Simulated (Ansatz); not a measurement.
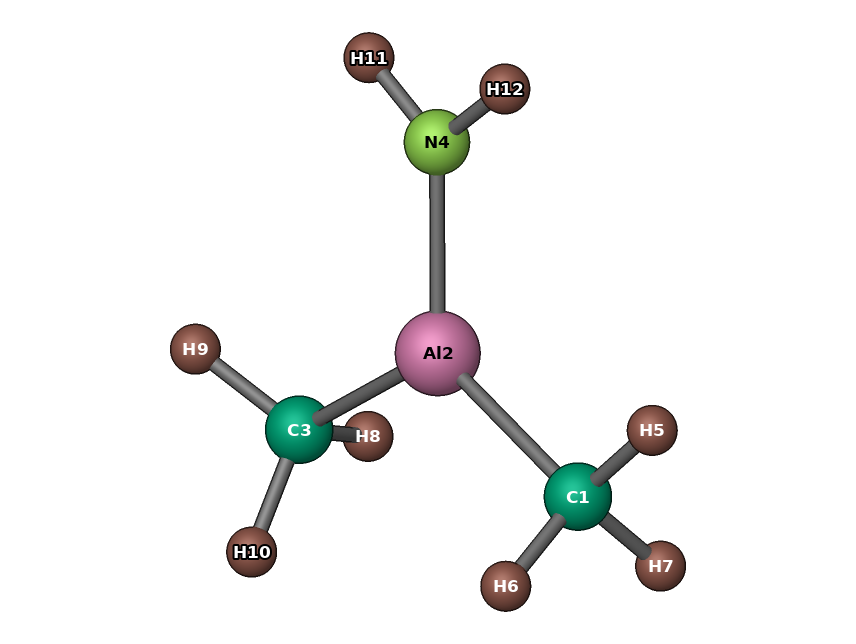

The questions are on Mulliken charges. The computed structure is the end point of a PBE0-D4/def2-TZVP optimisation. Method: RKS r2SCAN-D4/def2-TZVPP (Ansatz 0.2.0).

Which atom carries the highest charge (most positive or least negative)?

Answer. Al2 (0.64 e).

And the lowest?

Answer. N4 (−0.48 e).

List the Mulliken charges.

```
atom  value (e)
  C1      −0.39
 Al2       0.64
  C3      −0.40
  N4      −0.48
  H5       0.05
  H6       0.06
  H7       0.06
  H8       0.06
  H9       0.06
 H10       0.06
 H11       0.14
 H12       0.14
```

Mulliken values depend strongly on the basis set and can even reverse the polarity of a bond.
